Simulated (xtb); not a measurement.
Geometry relaxation of C3H4F4O (part 1 of 3)

- system: C3H4F4O (2,2,3,3-tetrafluoro-1-propanol), SMILES OCC(F)(F)C(F)F
- method: GFN2-xTB (xtb 6.7.1)

The geometry comes from this level: GFN2-xTB.

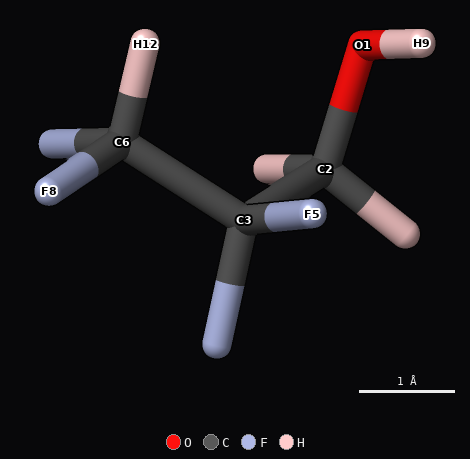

*The structure as given in the input (stick view, seen at a tilt; atoms are numbered from 1 in the order of the input).*

Results in brief:

```json
{"quantity": "outcome", "value": "converged"}
{"quantity": "electrons treated", "value": "50"}
{"quantity": "total energy", "value": "−31.446410 hartree"}
{"quantity": "dispersion energy", "value": "−0.006421 hartree"}
{"quantity": "basis functions", "value": "36"}
{"quantity": "HOMO", "value": "−12.59 eV"}
{"quantity": "LUMO", "value": "−1.44 eV"}
{"quantity": "dipole moment", "value": "3.13 D"}
{"quantity": "hardware", "value": "1 thread of Intel Xeon (Granite Rapids), 192 GiB of memory available, shared host"}
{"quantity": "peak memory", "value": "0.07 GiB"}
```

The input (struc.xyz):
```
12

O      0.217080     1.729200    -0.680590
C      0.954400     0.562600    -0.476460
C      0.240880    -0.369960     0.516140
F      1.011930    -1.440600     0.801660
F      0.062260     0.293000     1.696080
C     -1.146430    -0.807910     0.002630
F     -1.012180    -1.435510    -1.182130
F     -1.732030    -1.671100     0.848470
H      0.208800     2.254390     0.129970
H      1.960260     0.763250    -0.084960
H      1.036650     0.055860    -1.440640
H     -1.801620     0.066780    -0.130180
```

Run as:
```bash
xtb -o vtight -c 0 -u 0 -- struc.xyz | tee out.txt
```

What the program printed:
```
* xtb version 6.7.1
   ID    Z sym.   atoms
    1    8 O      1
    2    6 C      2, 3, 6
    3    9 F      4, 5, 7, 8
    4    1 H      9-12

           -------------------------------------------------
          |                Calculation Setup                |
           -------------------------------------------------

          program call               : xtb -o vtight -c 0 -u 0 -- struc.xyz
          coordinate file            : struc.xyz
          omp threads                :                     1

           -------------------------------------------------
          |                 G F N 2 - x T B                 |
           -------------------------------------------------

      * Hamiltonian:
        H0-scaling (s, p, d)           1.850000    2.230000    2.230000
        zeta-weighting                 0.500000
      * Dispersion:
        s8                             2.700000
        a1                             0.520000
        a2                             5.000000
        s9                             5.000000
      * Repulsion:
        kExp                           1.500000    1.000000
        rExp                           1.000000
      * Coulomb:
        alpha                          2.000000
        third order                    shell-resolved
        anisotropic                    true
        a3                             3.000000
        a5                             4.000000
        cn-shift                       1.200000
        cn-exp                         4.000000
        max-rad                        5.000000

          ...................................................
          :                      SETUP                      :
          :.................................................:
          :  # basis functions                  36          :
          :  # atomic orbitals                  36          :
          :  # shells                           20          :
          :  # electrons                        50          :
          :  max. iterations                   250          :
          :  Hamiltonian                  GFN2-xTB          :
          :  restarted?                      false          :
          :  GBSA solvation                  false          :
          :  PC potential                    false          :
          :  electronic temp.          300.0000000     K    :
          :  accuracy                    1.0000000          :
          :  -> integral cutoff          0.2500000E+02      :
          :  -> integral neglect         0.1000000E-07      :
          :  -> SCF convergence          0.1000000E-05 Eh   :
          :  -> wf. convergence          0.1000000E-03 e    :
          :  Broyden damping             0.4000000          :
          :  net charge                          0          :
          :  unpaired electrons                  0          :
          ...................................................

 iter      E             dE          RMSdq      gap      omega  full diag
   1    -31.5306904 -0.315307E+02  0.492E+00   11.55       0.0  T
   2    -31.5795336 -0.488432E-01  0.258E+00   11.11       1.0  T
   3    -31.5809040 -0.137040E-02  0.112E+00   11.22       1.0  T
   4    -31.5819052 -0.100122E-02  0.152E-01   11.10       1.0  T
   5    -31.5819591 -0.539179E-04  0.704E-02   11.13       1.0  T
   6    -31.5819638 -0.470628E-05  0.206E-02   11.15       1.4  T
   7    -31.5819643 -0.465361E-06  0.668E-03   11.14       4.3  T
   8    -31.5819644 -0.680355E-07  0.162E-03   11.14      17.8  T
   9    -31.5819644 -0.114169E-08  0.502E-04   11.14      57.5  T
  10    -31.5819644 -0.118511E-08  0.116E-04   11.14     248.5  T

   *** convergence criteria satisfied after 10 iterations ***

         #    Occupation            Energy/Eh            Energy/eV
      -------------------------------------------------------------
         1        2.0000           -0.8813559             -23.9829
       ...           ...                  ...                  ...
        19        2.0000           -0.5447925             -14.8246
        20        2.0000           -0.5402432             -14.7008
        21        2.0000           -0.5376379             -14.6299
        22        2.0000           -0.5259279             -14.3112
        23        2.0000           -0.5028023             -13.6819
        24        2.0000           -0.4974608             -13.5366
        25        2.0000           -0.4628622             -12.5951 (HOMO)
        26                         -0.0533569              -1.4519 (LUMO)
        27                         -0.0270347              -0.7357
        28                         -0.0033892              -0.0922
        29                          0.0268220               0.7299
        30                          0.0586454               1.5958
       ...                                ...                  ...
        36                          0.2196057               5.9758
      -------------------------------------------------------------
                  HL-Gap            0.4095053 Eh           11.1432 eV
             Fermi-level           -0.2581095 Eh           -7.0235 eV

 SCC (total)                   0 d,  0 h,  0 min,  0.005 sec
 SCC setup                      ...        0 min,  0.000 sec (  1.198%)
 Dispersion                     ...        0 min,  0.000 sec (  0.825%)
 classical contributions        ...        0 min,  0.000 sec (  0.247%)
 integral evaluation            ...        0 min,  0.001 sec ( 16.852%)
 iterations                     ...        0 min,  0.002 sec ( 45.156%)
 molecular gradient             ...        0 min,  0.002 sec ( 34.348%)
 printout                       ...        0 min,  0.000 sec (  1.260%)

         :::::::::::::::::::::::::::::::::::::::::::::::::::::
         ::                     SUMMARY                     ::
         :::::::::::::::::::::::::::::::::::::::::::::::::::::
         :: total energy             -31.446405990112 Eh    ::
         :: gradient norm              0.000748929045 Eh/a0 ::
         :: HOMO-LUMO gap             11.143207351399 eV    ::
         ::.................................................::
         :: SCC energy               -31.581957284968 Eh    ::
         :: -> isotropic ES            0.074280770826 Eh    ::
         :: -> anisotropic ES          0.002781416165 Eh    ::
         :: -> anisotropic XC         -0.024839815790 Eh    ::
         :: -> dispersion             -0.006421913877 Eh    ::
         :: repulsion energy           0.135551294856 Eh    ::
         :: add. restraining           0.000000000000 Eh    ::
         :: total charge               0.000000000000 e     ::
         :::::::::::::::::::::::::::::::::::::::::::::::::::::

      -----------------------------------------------------------
     |                   =====================                   |
     |                        A N C O P T                        |
     |                   =====================                   |
     |               Approximate Normal Coordinate               |
     |                Rational Function Optimizer                |
      -----------------------------------------------------------
      -----------------------------------------------------------
     |                   =====================                   |
     |                        A N C O P T                        |
     |                   =====================                   |
     |               Approximate Normal Coordinate               |
     |                Rational Function Optimizer                |
      -----------------------------------------------------------

          ...................................................
          :                      SETUP                      :
          :.................................................:
          :   optimization level         verytight          :
          :   max. optcycles                   240          :
          :   ANC micro-cycles                  20          :
          :   degrees of freedom                30          :
          :.................................................:
          :   RF solver                   davidson          :
          :   write xtbopt.log                true          :
          :   linear?                        false          :
          :   energy convergence         0.1000000E-06 Eh   :
          :   grad. convergence          0.2000000E-03 Eh/α :
          :   maxmium RF displ.          1.0000000          :
          :   Hlow (freq-cutoff)         0.1000000E-01      :
          :   Hmax (freq-cutoff)         5.0000000          :
          :   S6 in model hess.         20.0000000          :
          ...................................................

generating ANC from exact Hessian ...
Using Lindh-Hessian (1995)
 Shifting diagonal of input Hessian by    2.9406736218545578E-003
 Lowest  eigenvalues of input Hessian
    0.000000    0.000000    0.000000    0.000000    0.000000    0.000000
    0.010000    0.013777    0.017151    0.027162    0.050979    0.058432
    0.066042    0.067810    0.073097    0.080952    0.096966    0.118531
 Highest eigenvalues
    1.263374    1.428678    1.506961    1.542327    1.646562    1.697242

........................................................................
.............................. CYCLE    1 ..............................
........................................................................

 iter      E             dE          RMSdq      gap      omega  full diag
   1    -31.5819644 -0.315820E+02  0.300E-05   11.14       0.0  T
   2    -31.5819644 -0.987654E-12  0.166E-05   11.14    1734.5  T
   3    -31.5819644 -0.124345E-12  0.534E-06   11.14    5408.6  T
     SCC iter.                  ...        0 min,  0.001 sec
     gradient                   ...        0 min,  0.002 sec
 * total energy  :   -31.4464060 Eh     change       -0.1591616E-10 Eh
   gradient norm :     0.0007493 Eh/α   predicted     0.0000000E+00 (-100.00%)
   displ. norm   :     0.0113457 α      lambda       -0.1546693E-05
   maximum displ.:     0.0065886 α      in ANC's #2, #3, #1, ...

........................................................................
.............................. CYCLE    2 ..............................
........................................................................

 iter      E             dE          RMSdq      gap      omega  full diag
   1    -31.5819033 -0.315819E+02  0.562E-03   11.15       0.0  T
   2    -31.5819033 -0.902916E-08  0.345E-03   11.15       8.4  T
   3    -31.5819033 -0.169736E-08  0.445E-04   11.15      64.9  T
   4    -31.5819033 -0.834572E-09  0.176E-04   11.15     164.3  T
     SCC iter.                  ...        0 min,  0.001 sec
     gradient                   ...        0 min,  0.002 sec
 * total energy  :   -31.4464077 Eh     change       -0.1685712E-05 Eh
   gradient norm :     0.0002593 Eh/α   predicted    -0.7753459E-06 ( -54.00%)
   displ. norm   :     0.0168335 α      lambda       -0.1120647E-05
   maximum displ.:     0.0121691 α      in ANC's #2, #1, #3, ...

........................................................................
.............................. CYCLE    3 ..............................
........................................................................

 iter      E             dE          RMSdq      gap      omega  full diag
   1    -31.5818727 -0.315819E+02  0.824E-03   11.16       0.0  T
   2    -31.5818727 -0.126143E-07  0.504E-03   11.16       5.7  T
   3    -31.5818727 -0.427907E-08  0.474E-04   11.16      60.9  T
   4    -31.5818727 -0.611703E-09  0.210E-04   11.16     137.4  T
     SCC iter.                  ...        0 min,  0.001 sec
     gradient                   ...        0 min,  0.002 sec
 * total energy  :   -31.4464087 Eh     change       -0.1023707E-05 Eh
   gradient norm :     0.0002767 Eh/α   predicted    -0.5588231E-06 ( -45.41%)
   displ. norm   :     0.0087262 α      lambda       -0.2665318E-06
   maximum displ.:     0.0073697 α      in ANC's #2, #3, #1, ...

........................................................................
.............................. CYCLE    4 ..............................
........................................................................

 iter      E             dE          RMSdq      gap      omega  full diag
   1    -31.5818977 -0.315819E+02  0.477E-03   11.16       0.0  T
   2    -31.5818977 -0.238026E-08  0.292E-03   11.16       9.9  T
   3    -31.5818977 -0.115885E-08  0.168E-04   11.16     172.0  T
   4    -31.5818977 -0.491802E-10  0.808E-05   11.16     357.4  T
     SCC iter.                  ...        0 min,  0.001 sec
     gradient                   ...        0 min,  0.002 sec
 * total energy  :   -31.4464090 Eh     change       -0.2915332E-06 Eh
   gradient norm :     0.0001895 Eh/α   predicted    -0.1345806E-06 ( -53.84%)
   displ. norm   :     0.0066793 α      lambda       -0.1776801E-06
   maximum displ.:     0.0057448 α      in ANC's #2, #4, #3, ...

........................................................................
.............................. CYCLE    5 ..............................
........................................................................

 iter      E             dE          RMSdq      gap      omega  full diag
   1    -31.5819177 -0.315819E+02  0.404E-03   11.16       0.0  T
   2    -31.5819177 -0.253341E-08  0.247E-03   11.16      11.7  T
   3    -31.5819177 -0.745850E-09  0.173E-04   11.16     166.5  T
   4    -31.5819177 -0.956462E-10  0.702E-05   11.16     411.4  T
     SCC iter.                  ...        0 min,  0.001 sec
     gradient                   ...        0 min,  0.002 sec
 * total energy  :   -31.4464092 Eh     change       -0.2052976E-06 Eh
   gradient norm :     0.0001036 Eh/α   predicted    -0.8903510E-07 ( -56.63%)
   displ. norm   :     0.0081695 α      lambda       -0.1568405E-06
   maximum displ.:     0.0064671 α      in ANC's #2, #4, #3, ...

........................................................................
.............................. CYCLE    6 ..............................
........................................................................

 iter      E             dE          RMSdq      gap      omega  full diag
   1    -31.5819226 -0.315819E+02  0.499E-03   11.15       0.0  T
   2    -31.5819226 -0.291654E-08  0.307E-03   11.15       9.4  T
   3    -31.5819226 -0.123751E-08  0.172E-04   11.15     167.9  T
   4    -31.5819226 -0.100744E-09  0.793E-05   11.15     364.1  T
     SCC iter.                  ...        0 min,  0.001 sec
     gradient                   ...        0 min,  0.002 sec
 * total energy  :   -31.4464094 Eh     change       -0.1764560E-06 Eh
   gradient norm :     0.0001347 Eh/α   predicted    -0.7933952E-07 ( -55.04%)
   displ. norm   :     0.0080072 α      lambda       -0.1045532E-06
   maximum displ.:     0.0061723 α      in ANC's #2, #4, #3, ...

........................................................................
.............................. CYCLE    7 ..............................
........................................................................

 iter      E             dE          RMSdq      gap      omega  full diag
   1    -31.5819163 -0.315819E+02  0.488E-03   11.15       0.0  T
   2    -31.5819163 -0.302182E-08  0.300E-03   11.15       9.6  T
   3    -31.5819163 -0.108216E-08  0.212E-04   11.15     136.4  T
   4    -31.5819163 -0.231683E-09  0.875E-05   11.15     330.0  T
     SCC iter.                  ...        0 min,  0.001 sec
     gradient                   ...        0 min,  0.002 sec
 * total energy  :   -31.4464095 Eh     change       -0.1104116E-06 Eh
   gradient norm :     0.0001203 Eh/α   predicted    -0.5302201E-07 ( -51.98%)
   displ. norm   :     0.0047165 α      lambda       -0.3327504E-07
   maximum displ.:     0.0035106 α      in ANC's #2, #4, #1, ...

........................................................................
.............................. CYCLE    8 ..............................
........................................................................
```
